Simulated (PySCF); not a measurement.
# [NH2]− (SMILES [NH2-]) at NEVPT2(2,2)/6-31G

Aim: the energy change on altering one bond length of [NH2]− at NEVPT2(2,2)/6-31G, from 2 runs. Input form: a Python script.

The results are computed with PySCF 2.14.0.

13 further runs of the same task are left out: 2 that didn't finish, 11 set aside as unsound or not needed.

## Step 1: The molecule

[NH2]−: 3 atoms, total charge -1, spin state singlet. SMILES: `[NH2-]`. The shape is that of a PBE0-D4/def2-TZVPD optimisation.

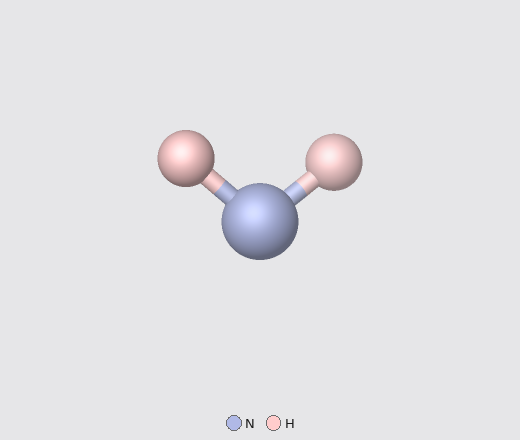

The structure, seen from a chosen angle (nitrogen light blue, hydrogen pink).

## Step 2: A single-point energy at NEVPT2(2,2)/6-31G

File start.xyz:

```xyz
3
H2N
N      0.342200    -0.203000     0.168700
H      0.125500     0.801200     0.156000
H     -0.467700    -0.598200    -0.324700
```

File run.py:

```python
import numpy
from pyscf import gto, scf, mp, mcscf, mrpt

mol = gto.M(
    atom='start.xyz',
    charge=-1,
    basis='6-31g',
    verbose=4,
    max_memory=1860,
    spin=0,
)

calc0 = mol.RHF()
calc0.conv_tol = 1e-10
calc0.kernel()
if not calc0.converged:
    calc0 = calc0.newton().run(calc0.mo_coeff, calc0.mo_occ)

pt = mp.MP2(scf.addons.convert_to_uhf(calc0)).run()
noons, natorbs = mcscf.addons.make_natural_orbitals(pt)
print('natural occupations', numpy.round(noons[:40], 4))
cas = mcscf.CASSCF(calc0, 2, 2)
cas.fix_spin_(ss=0.0)
cas.natorb = True
cas.kernel(natorbs)
e_pt2 = mrpt.NEVPT(cas).kernel()
e_final = cas.e_tot + e_pt2
print('E = %.10f Eh' % e_final)
```

Started as:

```bash
OMP_NUM_THREADS=1 python run.py
```

Log:

```text
PySCF version 2.14.0

[INPUT] num. atoms = 3
[INPUT] num. electrons = 10
[INPUT] charge = -1
[INPUT] spin (= nelec alpha-beta = 2S) = 0
[INPUT] symmetry False subgroup None
[INPUT] Mole.unit = angstrom
[INPUT] Symbol           X                Y                Z      unit          X                Y                Z       unit  Magmom
[INPUT]  1 N      0.342200000000  -0.203000000000   0.168700000000 AA    0.646664279826  -0.383614403287   0.318796797214 Bohr   0.0
[INPUT]  2 H      0.125500000000   0.801200000000   0.156000000000 AA    0.237160628633   1.514048571002   0.294797275432 Bohr   0.0
[INPUT]  3 H     -0.467700000000  -0.598200000000  -0.324700000000 AA   -0.883824908459  -1.130434167715  -0.613594072646 Bohr   0.0

nuclear repulsion = 7.54285241955884
number of shells = 9
number of NR pGTOs = 30
number of NR cGTOs = 13
basis = 6-31g
ecp = {}

[... 35 lines left out ...]
converged SCF energy = -55.4556505007913
[... 33 lines left out ...]
sorting_mo_energy = False
[... 18 lines left out ...]
1-step CASSCF converged in   2 macro ( 18 JK   5 micro) steps
CASSCF canonicalization
Natural occ [1.98570506 0.01429494]
Natural orbital (expansion on meta-Lowdin AOs) in CAS space
               #1        #2
0 N 1s          -0.00000  -0.00000
0 N 2s          -0.00014   0.00002
0 N 3s          -0.00001  -0.00010
[... 9 lines of this table left out ...]
2 H 2s          -0.00510   0.08286
<CAS-nat-orb|mo-hf>  5      3       -0.99997662
<CAS-nat-orb|mo-hf>  6      7       -0.81527082
<CAS-nat-orb|mo-hf>  6      12       0.57264893
CASSCF energy = -55.4669580330555
CASCI E = -55.4669580330555  E(CI) = -1.01597242932352  S^2 = 0.0000000

******** <class 'pyscf.mrpt.nevpt2.NEVPT'> ********
NEVPT2 (1e+1e, 2o), ncore = 4, nvir = 7
root = 0
Natural occ [1.98570506 0.01429494]
Natural orbital (expansion on meta-Lowdin AOs) in CAS space
               #1        #2
0 N 1s          -0.00000  -0.00000
0 N 2s          -0.00014   0.00002
0 N 3s          -0.00001  -0.00010
[... 9 lines of this table left out ...]
2 H 2s          -0.00510   0.08286
<CAS-nat-orb|mo-hf>  5      3       -0.99997662
<CAS-nat-orb|mo-hf>  6      7       -0.81527082
<CAS-nat-orb|mo-hf>  6      12       0.57264893
Sr    (-1)',   E = -0.00000000002472
Si    (+1)',   E = -0.00000000001074
Sijrs (0)  ,   E = -0.05572722803543
Sijr  (+1) ,   E = -0.00113239987851
Srsi  (-1) ,   E = -0.01030409984459
Srs   (-2) ,   E = -0.00372787840560
Sij   (+2) ,   E = -0.00193487532958
Sir   (0)' ,   E = -0.03512427058604
Nevpt2 Energy = -0.107950752115200
E = -55.5749087852 Eh
```

It took 0.97 s on 1 thread of Arm Neoverse V1, shared host; peak memory 0.12 GiB.

## Step 3: The distorted shape at the same level

File job.py:

```python
import numpy
from pyscf import gto, scf, mp, mcscf, mrpt

mol = gto.M(
    atom='''
N      3.401486     0.960633     1.997064
H      2.991983     2.858296     1.973065
H     -0.883825    -1.130434    -0.613594
''',
    basis='6-31g',
    max_memory=1860,
    verbose=3,
    charge=-1,
    unit='bohr',
    spin=0,
)

mf = mol.RHF()
mf.conv_tol = 1e-10
mf.kernel()
if not mf.converged:
    mf = mf.newton().run(mf.mo_coeff, mf.mo_occ)

pt = mp.MP2(scf.addons.convert_to_uhf(mf)).run()
noons, natorbs = mcscf.addons.make_natural_orbitals(pt)
print('natural occupations', numpy.round(noons[:40], 4))
cas = mcscf.CASSCF(mf, 2, 2)
cas.fix_spin_(ss=0.0)
cas.natorb = True
cas.kernel(natorbs)
e_pt2 = mrpt.NEVPT(cas).kernel()
energy = cas.e_tot + e_pt2
print('E(%s) = %.9f' % ('NEVPT2', energy))
```

Started as:

```bash
OMP_NUM_THREADS=1 python job.py
```

Log:

```text
converged SCF energy = -55.2897270263216
E(UMP2) = -55.3933537936417  E_corr = -0.103626767320122
E(SCS-UMP2) = -55.3990581054594  E_corr = -0.109331079137757
natural occupations [1.9999e+00 1.9845e+00 1.9814e+00 1.9748e+00 1.9422e+00 6.2400e-02
 2.1200e-02 1.6200e-02 8.8000e-03 4.2000e-03 2.6000e-03 1.1000e-03
 7.0000e-04]
CASSCF energy = -55.3514113782523
CASCI E = -55.3514113782523  E(CI) = -0.579951519455463  S^2 = 0.0000000
Sr    (-1)',   E = -0.00000000000836
Si    (+1)',   E = -0.00000000000003
Sijrs (0)  ,   E = -0.06288767340598
Sijr  (+1) ,   E = -0.00100615655736
Srsi  (-1) ,   E = -0.01765474013220
Srs   (-2) ,   E = -0.00010523814418
Sij   (+2) ,   E = -0.00048807870674
Sir   (0)' ,   E = -0.00558424619697
Nevpt2 Energy = -0.087726133151827
E(NEVPT2) = -55.439137511
```

It took 0.97 s on 1 thread of Arm Neoverse V1, shared host; peak memory 0.12 GiB.

## Step 4: Results

At NEVPT2(2,2)/6-31G:

| quantity | value |
| --- | --- |
| first shape: total energy | -55.57491 Eh |
| first shape: HOMO energy (Hartree–Fock orbitals) | -0.01 eV |
| first shape: LUMO energy (Hartree–Fock orbitals) | 14.14 eV |
| first shape: HOMO–LUMO gap (to an unbound level, set by the basis) | 14.15 eV |
| distorted shape: total energy | -55.43914 Eh |
| distorted shape: HOMO energy (Hartree–Fock orbitals) | -0.10 eV |
| distorted shape: LUMO energy (Hartree–Fock orbitals) | 7.38 eV |
| distorted shape: HOMO–LUMO gap (to an unbound level, set by the basis) | 7.48 eV |
| energy change with the N1–H3 bond stretched from 1.027 to 2.877 Å | 3.695 eV |

What this shows: With the N1–H3 bond stretched from 1.027 to 2.877 Å the energy rises by 3.69 eV (85 kcal/mol). The first shape isn't relaxed at this level, so the change isn't measured from a minimum. Mulliken charges (first shape) of the mean-field density run from -1.14 on N1 to +0.07 on H2.
